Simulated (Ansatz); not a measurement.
Cl₃Si···H₂ (doublet)

Input file:

```
crystal:
  periodic: [false, false, false]
  atoms:
    - { symbol: Si, position_ang: [0.000542, 0.0, -0.28019] }
    - { symbol: H, position_ang: [0.002217, 0.0, 2.384116] }
    - { symbol: Cl, position_ang: [1.95583, 0.0, -0.985409] }
    - { symbol: Cl, position_ang: [-0.977151, 1.693286, -0.98539] }
    - { symbol: Cl, position_ang: [-0.977151, -1.693286, -0.98539] }
    - { symbol: H, position_ang: [-0.002087, 0.0, 3.104364] }
magnetization:
  spin_polarized: true
  initial_magnetization: 1
basis:
  gaussian: { orbitals: def2-SVP }
hamiltonian:
  xc: b3lyp
  dispersion: d4
relax:
  f_tol: 0.03
  max_steps: 50
output:
  orbitals: {}
```

Run with:

```sh
ansatz run input.yaml --threads 2 --pin off --max-ram 3072MiB --backend cpu --events-out ev --progress --plain --runs-dir out
```

The fields are those of the run's last geometry, not of the input's.

Theory: Ansatz, UKS B3LYP-D4/def2-SVP.

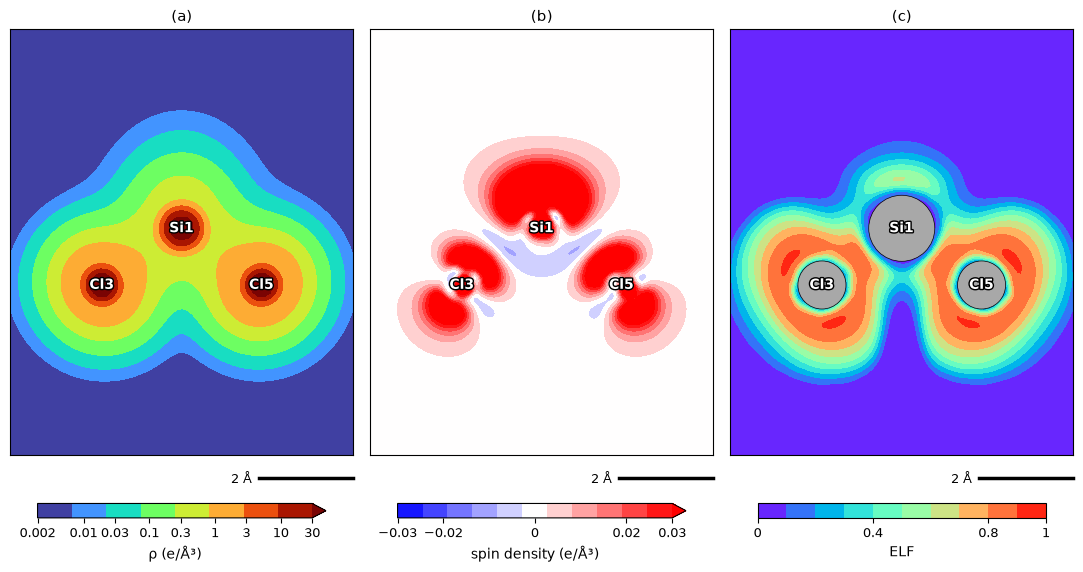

Figure 1. (a) total electron density; (b) spin density; (c) electron localisation function on the plane of atoms Cl3, Si1 and Cl5. Grey discs cover the atomic cores in the ELF map.

Q: What does the map show?

A:
- The section cuts through Si and Cl sites.
- Si–Cl (2.07 Å): ρ at the midpoint is about 0.83 e/Å³; the ELF peaks at about 0.85 between the atoms (a shared but strongly polarised pair).
- The ELF also peaks beside Cl5 and Cl3, away from the bonds: non-bonding electrons, paired or unpaired.
- The unpaired spin (1 electron) lies mostly on Si1 (about 0.6), Cl3 (about 0.1), Cl4 (about 0.1) and Cl5 (about 0.1), in electrons by Hirshfeld's partition.

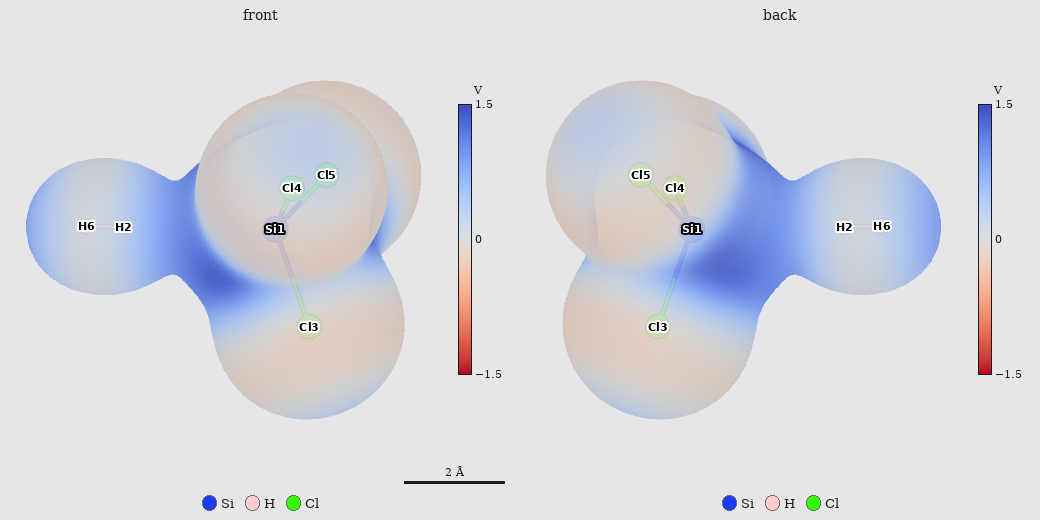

Figure 2. The molecular electrostatic potential painted on the density surface at 0.002 e/bohr³, seen from the front and from behind; red is negative and blue positive.

Q: Where is the surface potential most negative and most positive?

A: The most negative region (about −0.2 V) lies over Cl3, Cl4 and Cl5, the most positive (about +1.3 V) over Si1.

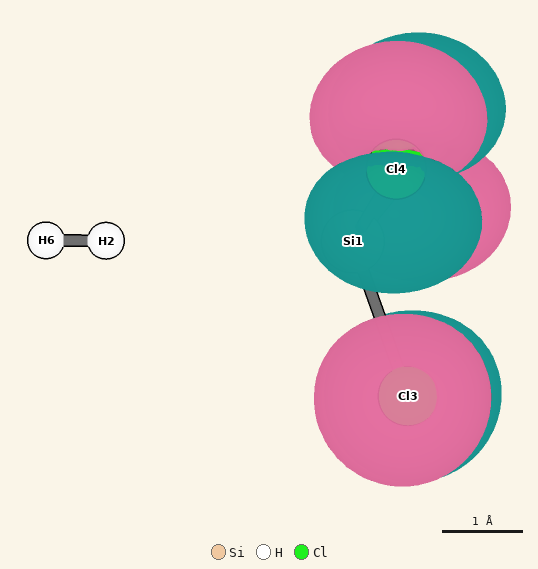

Figure 3. The HOMO−1 (α) at ±0.08 Å⁻³ᐟ² (teal and pink are the two phases), seen at a tilt.

Q: Describe this orbital and give its energy.

A: By Hirshfeld shares it lies mainly on Cl3 (about 30 %), Cl4 (about 30 %) and Cl5 (about 30 %); largely a combination of lone pairs on Cl3, Cl4 and Cl5. Its energy is −8.94 eV.
